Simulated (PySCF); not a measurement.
## Run report: C₇H₁₀Si, NMR shielding calculation

- system: C₇H₁₀Si, SMILES C[SiH2]c1ccccc1
- method: GIAO PBE0/pcSseg-1 NMR shielding, non-relativistic, gas phase (PySCF 2.14.0)

The geometry comes from this level: PBE0-D3(BJ)/def2-SVP. Figures and captions count atoms from 1; the log counts them from 0 in places.

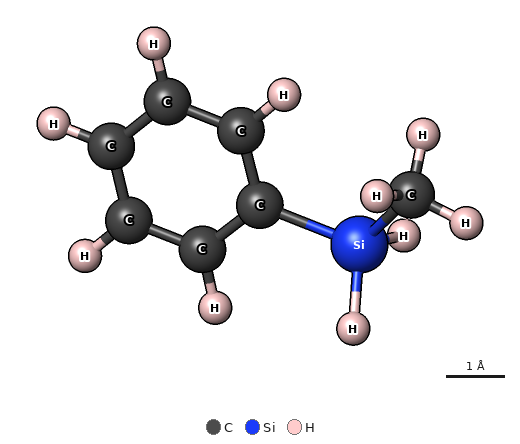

**Figure 1.** The structure as given in the input (ball-and-stick view, seen at a tilt).

**Key numbers**

```tsv
quantity	value
outcome	converged
total energy	−561.765292 hartree
HOMO	−7.32 eV
LUMO	−0.60 eV
dipole moment	0.75 D
isotropic shielding, C	42.8 to 192.5 ppm
isotropic shielding, Si	393.1 ppm
isotropic shielding, H	23.6 to 30.9 ppm
hardware	1 CPU thread, shared host
wall time	20 s
peak memory	1.3 GiB
```

**Input file**
```
{"job": {"kind": "nmr", "xc": "PBE0", "basis": "pcSseg-1"}, "charge": 0, "multiplicity": 1}
C      2.869384     0.618803     0.364466
Si     1.777690    -0.770973    -0.272637
C     -0.046845    -0.327597    -0.135888
C     -0.474211     1.008331    -0.107512
C     -1.828586     1.330016    -0.026432
C     -2.783716     0.316561     0.027886
C     -2.379074    -1.017764     0.003290
C     -1.024166    -1.333199    -0.076619
H      2.570522     0.917200     1.381096
H      3.922275     0.299407     0.395888
H      2.808101     1.504209    -0.287033
H      2.016330    -2.028330     0.505019
H      2.126935    -1.064601    -1.700524
H      0.259690     1.818804    -0.146083
H     -2.139452     2.377552    -0.004066
H     -3.845604     0.566445     0.092937
H     -3.123330    -1.816738     0.050305
H     -0.723452    -2.385494    -0.087423
```

The first line tells a small driver script what to run in PySCF; the rest is the geometry in Å.

**The program's output**
```
coarse grid: 15432 points
cycle   1  E = -561.6697057156  dE =  9.366e-01  |g| = 4.211e-01  |ddm| = 3.993e+00
cycle   2  E = -561.6627960434  dE =  6.910e-03  |g| = 4.593e-01  |ddm| = 9.739e-01
cycle   3  E = -561.7184691305  dE = -5.567e-02  |g| = 3.624e-02  |ddm| = 4.673e-01
cycle   4  E = -561.7184960672  dE = -2.694e-05  |g| = 3.439e-02  |ddm| = 7.189e-02
cycle   5  E = -561.7188231961  dE = -3.271e-04  |g| = 6.198e-03  |ddm| = 3.939e-02
cycle   6  E = -561.7188339904  dE = -1.079e-05  |g| = 1.333e-03  |ddm| = 8.111e-03
cycle   7  E = -561.7188344148  dE = -4.244e-07  |g| = 2.702e-04  |ddm| = 1.390e-03
final grid: 144104 points
cycle   8  E = -561.7652770079  dE = -2.849e-05  |g| = 7.462e-03  |ddm| = 4.509e-02
cycle   9  E = -561.7652735310  dE =  3.477e-06  |g| = 8.393e-03  |ddm| = 1.644e-02
cycle  10  E = -561.7652921602  dE = -1.863e-05  |g| = 4.214e-04  |ddm| = 8.387e-03
cycle  11  E = -561.7652921815  dE = -2.129e-08  |g| = 2.734e-04  |ddm| = 6.131e-04
cycle  12  E = -561.7652922020  dE = -2.048e-08  |g| = 5.284e-05  |ddm| = 3.070e-04
cycle  13  E = -561.7652922027  dE = -7.066e-10  |g| = 1.816e-05  |ddm| = 7.504e-05
```

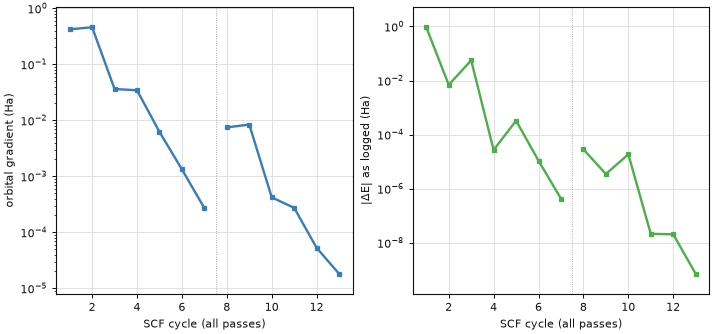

**Figure 2.** Convergence of the self-consistent field: orbital gradient and size of the energy change against the SCF cycle. The dotted line marks the change from a coarse to the final integration grid. The first 7 cycles use a coarse grid, the final grid takes over at cycle 8, and the field converges after 13 cycles in all.

```
converged SCF energy = -561.7652922027

GIAO shielding tensors (ppm)
atom      isotropic    diamagn.    paramagn.     s11        s22        s33       span
  0 C      192.536     254.023     -61.487    187.119    191.809    198.679     11.560
  1 Si     393.089     882.076    -488.987    342.241    394.363    442.663    100.422
  2 C       46.449     260.197    -213.748    -49.671     -1.542    190.560    240.231
  3 C       44.809     254.105    -209.296    -74.048     34.213    174.262    248.310
  4 C       50.874     253.804    -202.930    -62.553     39.913    175.263    237.816
  5 C       49.292     254.536    -205.244    -62.048     34.129    175.796    237.844
  6 C       51.058     253.916    -202.858    -61.686     39.732    175.127    236.812
  7 C       42.755     252.539    -209.784    -73.735     32.938    169.062    242.797
  8 H       30.873      31.342      -0.469     26.768     28.710     37.142     10.374
  9 H       30.826      27.229       3.597     25.928     27.735     38.815     12.887
 10 H       30.563      30.938      -0.375     25.871     28.513     37.305     11.434
 11 H       26.616      29.750      -3.134     22.270     26.087     31.493      9.223
 12 H       26.495      29.197      -2.702     23.127     25.127     31.230      8.103
 13 H       23.707      34.299     -10.591     19.162     22.305     29.655     10.493
 14 H       23.808      30.479      -6.671     20.357     24.052     27.015      6.658
 15 H       23.807      28.919      -5.111     20.513     24.361     26.548      6.035
 16 H       23.805      29.454      -5.649     20.411     24.245     26.759      6.348
 17 H       23.552      32.076      -8.523     19.541     22.637     28.480      8.939
```

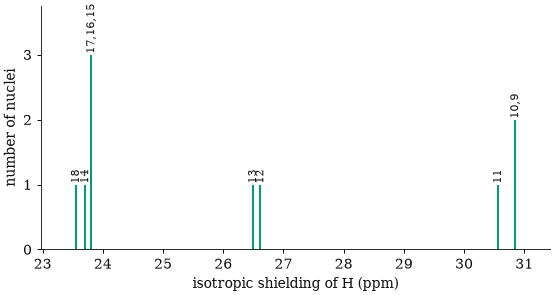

**Figure 3.** Isotropic shieldings of the hydrogen nuclei in this fixed geometry, labelled by atom number; shielding grows to the right, so chemical shift grows to the left. The least shielded is H18 (23.6 ppm), the most shielded H9 (30.9 ppm).

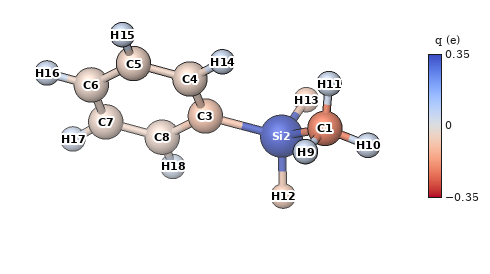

**Figure 4.** Hirshfeld charges, as the colour of each atom (ball-and-stick view, seen at a tilt; atoms are numbered from 1 in the order of the input). By element: C −0.21 to −0.05, Si +0.33 and H −0.09 to +0.05 e.
